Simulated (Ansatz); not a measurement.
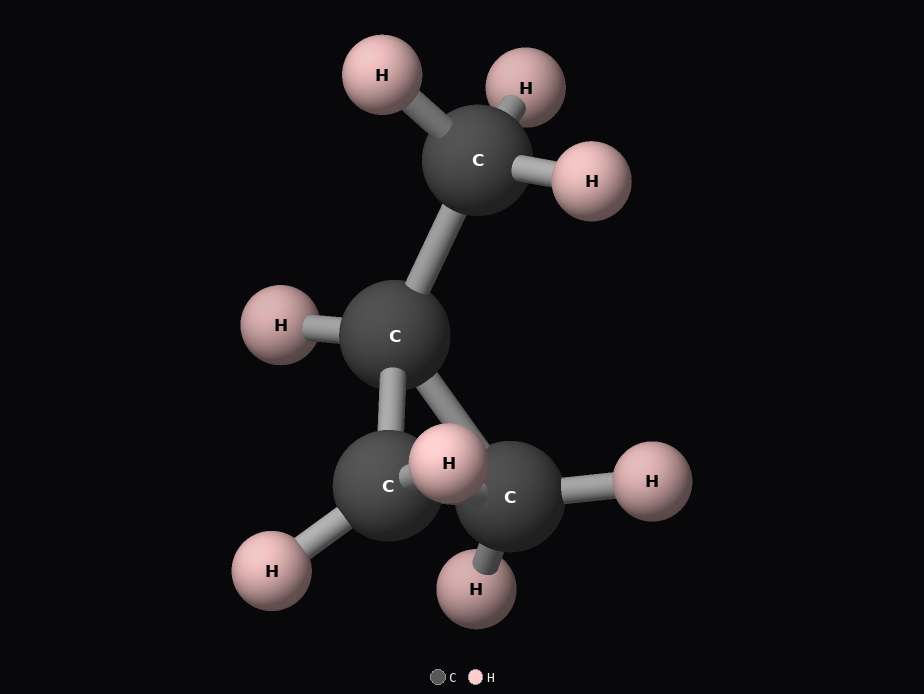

A ball-and-stick model of a molecule.

The computed structure is the end point of a PBE0-D4/def2-TZVP optimisation.

Identify the structure.

It has 12 atoms: 4 carbon and 8 hydrogen (C₄H₈). SMILES: `CC1CC1`. Independent rings (smallest set): 1 of 3 members. The point group is Cs. Coordination, clear cases only: 1 C tetrahedral.

The parts below concern this one geometry. Atoms keep their numbers from picture to picture.

### Geometry

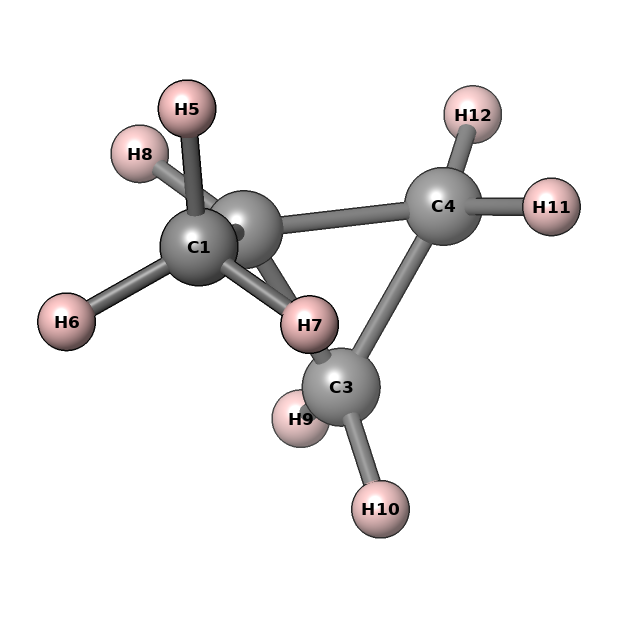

C2 lies behind C1. The molecule seen a little off the C1–C2 bond, C1 in front. Atoms fade into the background with distance from the viewer.

**What is the torsion angle H5–C1–C2–C3? The sign is positive where the front bond must turn clockwise to cover the back bond.**

155°, antiperiplanar (anti).

### Levels of theory compared

Program: Ansatz 0.2.0.

At this fixed geometry, give dipole (D), HOMO energy (eV) at these levels: B3LYP-D4/def2-TZVPP; PBE-D4/def2-TZVPP; r2SCAN-D4/def2-TZVPP; ωB97M-V/def2-TZVPP.

```
               level  dipole (D)  HOMO energy (eV)
 B3LYP-D4/def2-TZVPP        0.14             −7.68
   PBE-D4/def2-TZVPP        0.14             −6.60
r2SCAN-D4/def2-TZVPP        0.14             −6.83
  ωB97M-V/def2-TZVPP        0.14            −10.18
```

### Vibrations

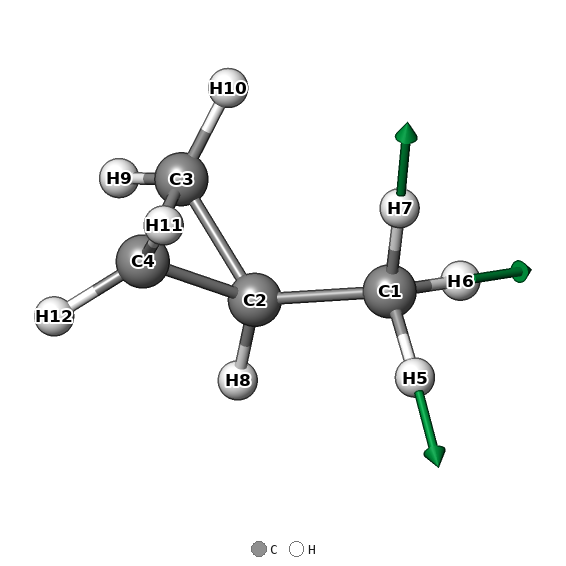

The arrows show one normal mode. Harmonic vibrations computed with RKS PBE0-D4/def2-TZVP (Ansatz 0.2.0) at a stationary point of the same level.

**Describe the motion.**

Mostly in-phase stretching of 3 C–H bonds.

**Estimate its harmonic wavenumber.**

3038 cm⁻¹; it is mode 23 of 30 counted from the lowest.

### Thermal motion

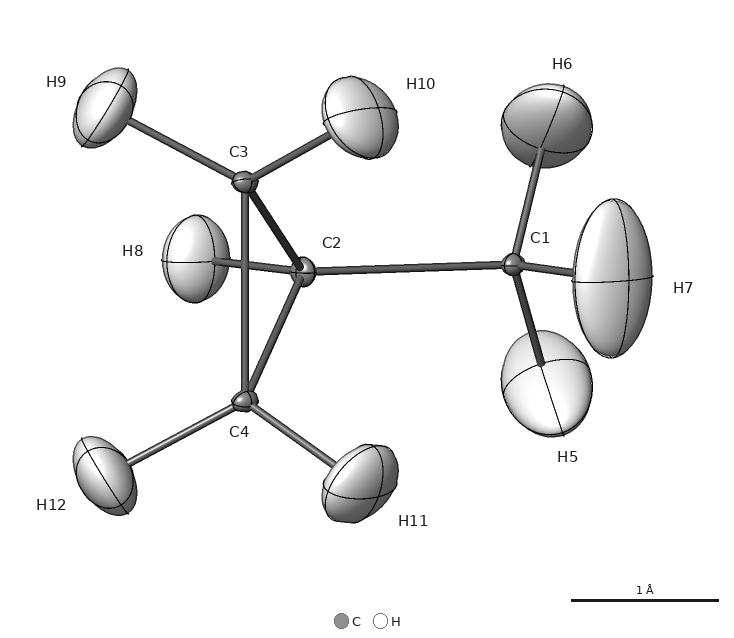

Displacement ellipsoids at the 50 % level, enlarged 1.5 times, from the internal vibrations of the free molecule (harmonic, no overall translation or rotation; no half-axis is drawn under 0.075 Å). Vibrations computed with RKS PBE0-D4/def2-TZVP (Ansatz 0.2.0). Temperature: 298 K.

**Which atom has the largest mean-square displacement?**

H7, with U_eq = 0.0267 Å².

**Does H7 move more along its bond or across it?**

Across it: the root-mean-square amplitude is 0.074 Å along the bond and up to 0.233 Å across, since bending and torsion are softer than stretching.

Give the displacement parameters, one line for each set of equivalent atoms.

```
    atom  U_eq (Å²)   rms amplitudes (Å)
      C1     0.0011  0.023, 0.032, 0.043
      C2     0.0015  0.029, 0.043, 0.044
  C3, C4     0.0012  0.027, 0.030, 0.043
  H5, H6     0.0264  0.079, 0.132, 0.236
      H7     0.0267  0.074, 0.142, 0.233
      H8     0.0121  0.082, 0.114, 0.128
 H9, H12     0.0136  0.079, 0.127, 0.135
H10, H11     0.0146  0.075, 0.128, 0.148
```
